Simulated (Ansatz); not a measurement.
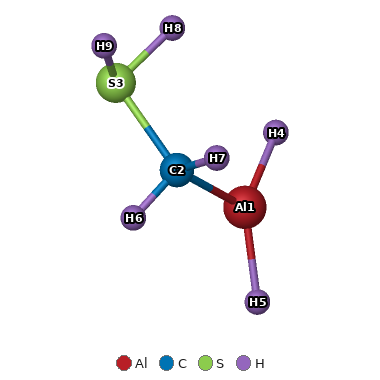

The system is CH₆AlS, SMILES [AlH2][CH2][SH2+], charge +1; the picture shows the grid point nearest to the relaxed geometry. Two internal coordinates are moved rigidly from the geometry relaxed at PBE0-D4/def2-TZVP, all others fixed. First axis: angle H6–C2–H7. Second axis: torsion H4–Al1–C2–S3. The scan uses a 7 × 5 grid. Points are written as (first, second). Energies are in eV, from the lowest grid point. Method: Ansatz, RKS PBE-D4/def2-TZVPP.

Its coordinates:

```xyz
9

Al   -0.8304    0.7258   -1.2770
C     0.6172    0.2427    0.0652
S     0.7807   -1.5094    0.3129
H    -2.0595   -0.2541   -1.1790
H    -0.5176    1.9891   -2.1436
H     1.5937    0.5668   -0.3071
H     0.4237    0.7428    1.0172
H    -0.4684   -1.8581    0.6908
H     1.2964   -1.6445    1.5590
```

Range: angle H6–C2–H7 from 84.6 to 132.6°; torsion H4–Al1–C2–S3 from 36 to 180°.

### Predict the map.

The lowest grid point is at (108.6°, 180°). It lies at the edge of the scanned range, so the true minimum may lie outside. The energy also falls towards the edge at (108.6°, 36°) (0.007 eV above the lowest), where a further well may lie outside the range. The highest grid point, (84.6°, 108°), lies 0.598 eV above the lowest.

| torsion H4–Al1–C2–S3 ↓, angle H6–C2–H7 → | 84.6 | 92.6 | 100.6 | 108.6 | 116.6 | 124.6 | 132.6 |
| --- | --- | --- | --- | --- | --- | --- | --- |
| 180 | 0.404 | 0.182 | 0.047 | 0.000 | 0.041 | 0.171 | 0.389 |
| 144 | 0.499 | 0.271 | 0.128 | 0.071 | 0.102 | 0.221 | 0.427 |
| 108 | 0.598 | 0.354 | 0.198 | 0.132 | 0.156 | 0.271 | 0.478 |
| 72 | 0.554 | 0.308 | 0.154 | 0.093 | 0.125 | 0.250 | 0.471 |
| 36 | 0.426 | 0.196 | 0.056 | 0.007 | 0.051 | 0.186 | 0.415 |

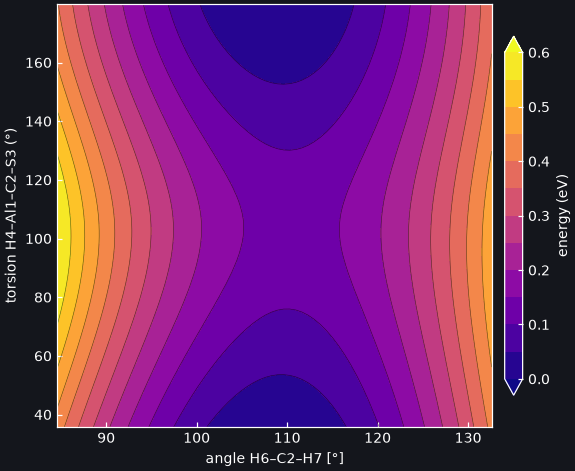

In the figure: filled contours, one colour for all values above the top of the scale. Between grid points the surface is interpolated.
